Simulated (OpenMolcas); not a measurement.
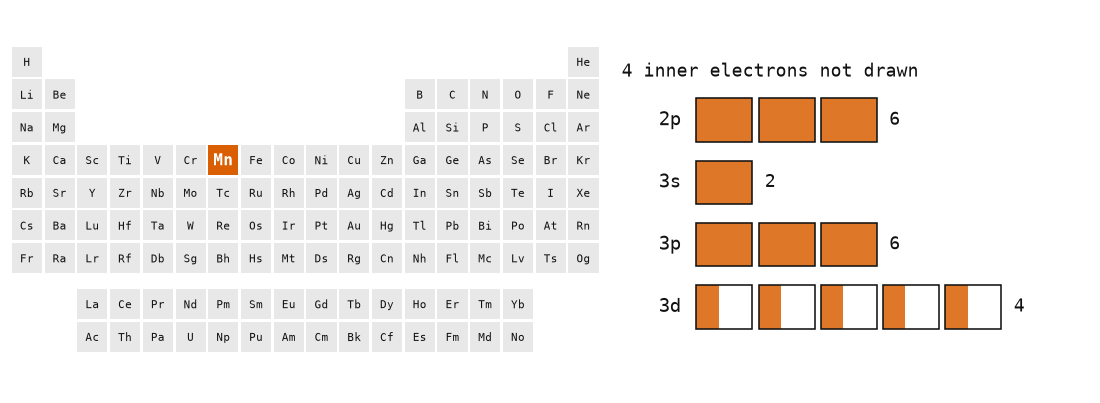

*Left, the place of manganese in the periodic table; right, the outer shells of the leading configuration of the lowest level: a box for each of the 2l + 1 orbitals, shaded by the share of the shell that is filled, with the electron count at the right.*

# Run report: Mn³⁺ complex, multiconfigurational calculation (part 1 of 2)

System: Mn³⁺ with 6 ligands (Cl; octahedron, 2.316 Å), embedded in Cs2NaYCl6 by model potentials and point charges, whose field is part of the energies.
Method: state-averaged CASSCF, active space 4 electrons in the shell 3d, basis ANO-RCC-VDZP on the metal and ANO-RCC-VDZP on the ligands, DKH2 scalar Hamiltonian, spin-orbit coupling by RASSI with atomic mean-field integrals (OpenMolcas).

**Log (extracts)**
```
--- SEWARD ---
Basis set label: MN.ANO-RCC...5S4P2D1F.

      Electronic valence basis set:
      ------------------
      Associated Effective Charge  25.000000 au
      Associated Actual Charge     25.000000 au
      Nuclear Model: Point charge

      Shell  nPrim  nBasis  Cartesian Spherical Contaminant
         s      21       5        X
         p      15       4        X
         d      10       2                 X
         f       6       1                 X
                  Relativistic Douglas-Kroll-Hess integrals:
                    - DKH order of Hamiltonian: 2
                    - DKH order of Properties : 0
                  Atomic mean-field integrals
--- RASSCF ---
Wave function specifications:
      -----------------------------

      Number of closed shell electrons         126
      Number of electrons in active shells       4
      Max number of holes in RAS1 space          0
      Max nr of electrons in RAS3 space          0
      Number of inactive orbitals               63
      Number of active orbitals                  5
      Number of secondary orbitals              98
      Spin quantum number                      2.0
      State symmetry                             1
Orbital specifications:
      -----------------------

      Symmetry species                           1   2
                                                ag  au
      Frozen orbitals                            0   0
      Inactive orbitals                         30  33
      Active orbitals                            5   0
      RAS1 orbitals                              0   0
      RAS2 orbitals                              5   0
      RAS3 orbitals                              0   0
      Secondary orbitals                        46  52
      Deleted orbitals                           0   0
      Number of basis functions                 81  85
      Number of CSFs                             5
      Number of root(s) required                 5
      Iter CI   SX   CI       RASSCF       Energy    max ROT     max BLB   max BLB  Level Ln srch  Step   QN
          iter iter root      energy       change     param      element    value   shift minimum  type update
 Nr of preliminary CI iterations:   1
      Total energies have been shifted. Add                -3000.00 au
        1   1   10    0  -923.22733442    0.00E+00  -7.79E-02    5  45 2 -2.63E-01*  1.32   0.00    SX    NO
        2   1   11    0  -923.70005199   -4.73E-01* -7.13E-02   11  34 2  1.32E-01*  0.99   0.00    SX    NO
        3   1   10    0  -923.82565832   -1.26E-01* -4.44E-02   30  33 1  5.80E-02*  0.85   0.00    SX    NO
        4   1   10    0  -923.85590775   -3.02E-02*  2.41E-02   30  33 1  3.13E-02*  0.80   0.00    SX    NO
        5   1   10    0  -923.86409200   -8.18E-03*  2.49E-02   30  33 1  1.82E-02*  0.78   2.16    LS   YES
        6   1   10    0  -923.86740481   -3.31E-03*  6.64E-03    4  44 2 -7.42E-03*  0.76   1.12    QN   YES
        7   1    9    0  -923.86806661   -6.62E-04*  3.95E-03    6  46 2 -4.77E-03*  0.76   1.61    LS   YES
        8   1    9    0  -923.86817645   -1.10E-04* -1.48E-03    6  46 2 -3.17E-03*  0.77   1.02    QN   YES
        9   1    9    0  -923.86826840   -9.19E-05* -1.44E-03    4  44 2  2.00E-03*  0.76   1.46    QN   YES
       10   1    8    0  -923.86829815   -2.98E-05* -6.17E-04    5  45 2  5.74E-04*  0.76   1.15    QN   YES
       11   1    7    0  -923.86830174   -3.59E-06*  2.65E-04    4  34 2 -2.70E-04*  0.76   1.41    QN   YES
       12   1    6    0  -923.86830252   -7.84E-07*  7.50E-05    4  44 2 -7.77E-05   0.76   1.20    QN   YES
       13   1    6    0  -923.86830261   -8.83E-08*  3.09E-05    4  44 2 -4.90E-05   0.76   1.38    QN   YES
       14   1    5    0  -923.86830263   -1.61E-08*  5.55E-06    6  36 2  1.54E-05   0.76   1.19    QN   YES
       15   1    4    0  -923.86830263   -1.51E-09   2.76E-06    8  36 1  5.19E-06   0.76   1.39    QN   YES
      Convergence after 15 iterations
       16   1    4    0  -923.86830263   -2.21E-10   2.76E-06    6  46 2  1.97E-06   0.76   1.39    QN   YES
      Natural orbitals and occupation numbers for root  1
      sym 1:   1.000000   1.000000   1.000000   1.000000   0.000000
      Natural orbitals and occupation numbers for root  2
      sym 1:   1.000000   1.000000  -0.000000   1.000000   1.000000
      Natural orbitals and occupation numbers for root  3
      sym 1:   0.000000   1.000000   1.000000   1.000000   1.000000
::    RASSCF root number  1 Total energy:  -3923.90388288
::    RASSCF root number  2 Total energy:  -3923.90388288
::    RASSCF root number  3 Total energy:  -3923.84458246
::    RASSCF root number  4 Total energy:  -3923.84458246
::    RASSCF root number  5 Total energy:  -3923.84458246
--- RASSCF ---
Wave function specifications:
      -----------------------------

      Number of closed shell electrons         126
      Number of electrons in active shells       4
      Max number of holes in RAS1 space          0
      Max nr of electrons in RAS3 space          0
      Number of inactive orbitals               63
      Number of active orbitals                  5
      Number of secondary orbitals              98
      Spin quantum number                      1.0
      State symmetry                             1
Orbital specifications:
      -----------------------

      Symmetry species                           1   2
                                                ag  au
      Frozen orbitals                            0   0
      Inactive orbitals                         30  33
      Active orbitals                            5   0
      RAS1 orbitals                              0   0
      RAS2 orbitals                              5   0
      RAS3 orbitals                              0   0
      Secondary orbitals                        46  52
      Deleted orbitals                           0   0
      Number of basis functions                 81  85
      Number of CSFs                            45
      Number of root(s) required                45
      Iter CI   SX   CI       RASSCF       Energy    max ROT     max BLB   max BLB  Level Ln srch  Step   QN
          iter iter root      energy       change     param      element    value   shift minimum  type update
 Nr of preliminary CI iterations:   1
      Total energies have been shifted. Add                -3000.00 au
        1   1    9    0  -923.72471969    0.00E+00  -1.23E-02   32  38 1 -2.03E-02*  0.80   0.00    SX    NO
        2   1    9    0  -923.72688300   -2.16E-03* -8.42E-03   24  33 1  1.14E-02*  0.81   0.00    SX    NO
        3   1    9    0  -923.72757747   -6.94E-04*  4.65E-03   24  33 1  6.28E-03*  0.80   0.00    SX    NO
        4   1    8    0  -923.72784078   -2.63E-04*  3.46E-03   24  33 1  4.68E-03*  0.80   0.00    SX    NO
        5   1    8    0  -923.72794794   -1.07E-04*  5.09E-03   24  33 1  2.94E-03*  0.80   2.50    LS   YES
        6   1    8    0  -923.72802022   -7.23E-05*  1.27E-03   19  46 2  2.05E-03*  0.79   1.21    QN   YES
        7   1    7    0  -923.72802811   -7.89E-06* -3.98E-04   32  38 1  4.60E-04*  0.80   0.96    QN   YES
        8   1    7    0  -923.72802956   -1.45E-06* -2.36E-04   22  36 1 -2.36E-04*  0.80   1.59    LS   YES
        9   1    6    0  -923.72802979   -2.37E-07*  2.03E-04   19  46 2  2.74E-04*  0.80   1.02    QN   YES
       10   1    6    0  -923.72803004   -2.50E-07*  8.90E-05   27  32 1  6.71E-05   0.80   1.29    QN   YES
       11   1    5    0  -923.72803007   -3.16E-08*  4.03E-05   19  46 2 -2.64E-05   0.80   1.34    QN   YES
       12   1    5    0  -923.72803008   -7.61E-09  -1.67E-05   19  46 2 -1.48E-05   0.80   1.43    QN   YES
      Convergence after 12 iterations
       13   1    5    0  -923.72803008   -1.77E-09  -1.67E-05   22  36 1  8.31E-06   0.80   1.43    QN   YES
      Natural orbitals and occupation numbers for root  1
      sym 1:   1.899671   1.000675   0.074886   0.999178   0.025591
      Natural orbitals and occupation numbers for root  2
      sym 1:   0.999176   1.000678   0.074898   1.899656   0.025591
      Natural orbitals and occupation numbers for root  3
      sym 1:   1.000012   1.898858   0.025638   0.999968   0.075523
::    RASSCF root number  1 Total energy:  -3923.84470521
::    RASSCF root number  2 Total energy:  -3923.84470521
::    RASSCF root number  3 Total energy:  -3923.84470521
::    RASSCF root number  4 Total energy:  -3923.80808969
::    RASSCF root number  5 Total energy:  -3923.80808969
::    RASSCF root number  6 Total energy:  -3923.79799734
::    RASSCF root number  7 Total energy:  -3923.79799734
::    RASSCF root number  8 Total energy:  -3923.79799734
::    RASSCF root number  9 Total energy:  -3923.79440325
::    RASSCF root number 10 Total energy:  -3923.79440325
::    RASSCF root number 11 Total energy:  -3923.79440325
::    RASSCF root number 12 Total energy:  -3923.78573845
::    RASSCF root number 13 Total energy:  -3923.78416082
::    RASSCF root number 14 Total energy:  -3923.77043016
::    RASSCF root number 15 Total energy:  -3923.77043016
::    RASSCF root number 16 Total energy:  -3923.75252329
::    RASSCF root number 17 Total energy:  -3923.75252329
::    RASSCF root number 18 Total energy:  -3923.75252329
::    RASSCF root number 19 Total energy:  -3923.74905958
::    RASSCF root number 20 Total energy:  -3923.74905958
::    RASSCF root number 21 Total energy:  -3923.74905958
::    RASSCF root number 22 Total energy:  -3923.74869373
::    RASSCF root number 23 Total energy:  -3923.74869373
::    RASSCF root number 24 Total energy:  -3923.74869373
::    RASSCF root number 25 Total energy:  -3923.72240825
::    RASSCF root number 26 Total energy:  -3923.72240825
::    RASSCF root number 27 Total energy:  -3923.72240825
::    RASSCF root number 28 Total energy:  -3923.71482972
::    RASSCF root number 29 Total energy:  -3923.71482972
::    RASSCF root number 30 Total energy:  -3923.71482972
--- RASSCF ---
Wave function specifications:
      -----------------------------

      Number of closed shell electrons         126
      Number of electrons in active shells       4
      Max number of holes in RAS1 space          0
      Max nr of electrons in RAS3 space          0
      Number of inactive orbitals               63
      Number of active orbitals                  5
      Number of secondary orbitals              98
      Spin quantum number                      0.0
      State symmetry                             1
Orbital specifications:
      -----------------------

      Symmetry species                           1   2
                                                ag  au
      Frozen orbitals                            0   0
      Inactive orbitals                         30  33
      Active orbitals                            5   0
      RAS1 orbitals                              0   0
      RAS2 orbitals                              5   0
      RAS3 orbitals                              0   0
      Secondary orbitals                        46  52
      Deleted orbitals                           0   0
      Number of basis functions                 81  85
      Number of CSFs                            50
      Number of root(s) required                50
      Iter CI   SX   CI       RASSCF       Energy    max ROT     max BLB   max BLB  Level Ln srch  Step   QN
          iter iter root      energy       change     param      element    value   shift minimum  type update
 Nr of preliminary CI iterations:   1
      Total energies have been shifted. Add                -3000.00 au
        1   1    9    0  -923.65959674    0.00E+00  -6.00E-03   32  38 1 -9.83E-03*  0.79   0.00    SX    NO
        2   1    9    0  -923.66015919   -5.62E-04* -4.37E-03   23  33 1  5.91E-03*  0.80   0.00    SX    NO
        3   1    8    0  -923.66035136   -1.92E-04* -2.39E-03   23  33 1  3.22E-03*  0.79   0.00    SX    NO
        4   1    8    0  -923.66042650   -7.51E-05* -1.82E-03   23  33 1  2.45E-03*  0.79   0.00    SX    NO
        5   1    8    0  -923.66045768   -3.12E-05* -2.69E-03   23  33 1  1.52E-03*  0.79   2.50    LS   YES
        6   1    8    0  -923.66047904   -2.14E-05*  6.47E-04   19  45 2  1.14E-03*  0.79   1.22    QN   YES
        7   1    7    0  -923.66048138   -2.34E-06* -1.75E-04   19  45 2 -2.81E-04*  0.79   0.91    QN   YES
        8   1    6    0  -923.66048178   -4.00E-07*  8.76E-05   22  36 1 -1.43E-04*  0.79   1.50    QN   YES
        9   1    6    0  -923.66048190   -1.23E-07*  3.28E-05   22  36 1 -3.98E-05   0.79   1.17    QN   YES
       10   1    5    0  -923.66048191   -9.09E-09   1.77E-05   26  31 1  1.27E-05   0.79   1.36    QN   YES
      Convergence after 10 iterations
       11   1    5    0  -923.66048191   -1.94E-09   1.77E-05   22  42 1 -5.82E-06   0.79   1.36    QN   YES
      Natural orbitals and occupation numbers for root  1
      sym 1:   0.997417   0.997752   0.109145   0.065780   1.829906
      Natural orbitals and occupation numbers for root  2
      sym 1:   1.829815   0.997529   0.065833   0.109182   0.997641
      Natural orbitals and occupation numbers for root  3
      sym 1:   0.997166   1.829921   0.065771   0.109139   0.998003
::    RASSCF root number  1 Total energy:  -3923.79263961
::    RASSCF root number  2 Total energy:  -3923.79263961
::    RASSCF root number  3 Total energy:  -3923.79263961
::    RASSCF root number  4 Total energy:  -3923.78788984
::    RASSCF root number  5 Total energy:  -3923.78788984
::    RASSCF root number  6 Total energy:  -3923.76453204
::    RASSCF root number  7 Total energy:  -3923.75682477
::    RASSCF root number  8 Total energy:  -3923.75569713
::    RASSCF root number  9 Total energy:  -3923.75569713
::    RASSCF root number 10 Total energy:  -3923.75569713
::    RASSCF root number 11 Total energy:  -3923.74677504
::    RASSCF root number 12 Total energy:  -3923.74677504
::    RASSCF root number 13 Total energy:  -3923.74677504
::    RASSCF root number 14 Total energy:  -3923.72886732
::    RASSCF root number 15 Total energy:  -3923.72886732
::    RASSCF root number 16 Total energy:  -3923.70791050
::    RASSCF root number 17 Total energy:  -3923.70791050
::    RASSCF root number 18 Total energy:  -3923.70791050
::    RASSCF root number 19 Total energy:  -3923.70063344
::    RASSCF root number 20 Total energy:  -3923.70063344
::    RASSCF root number 21 Total energy:  -3923.69580879
::    RASSCF root number 22 Total energy:  -3923.67789699
::    RASSCF root number 23 Total energy:  -3923.67789699
::    RASSCF root number 24 Total energy:  -3923.67789699
::    RASSCF root number 25 Total energy:  -3923.67630252
::    RASSCF root number 26 Total energy:  -3923.67630252
::    RASSCF root number 27 Total energy:  -3923.67630252
::    RASSCF root number 28 Total energy:  -3923.65516273
::    RASSCF root number 29 Total energy:  -3923.65516273
::    RASSCF root number 30 Total energy:  -3923.65516273
```

(Continued in part 2.) Outcome of the run: converged.
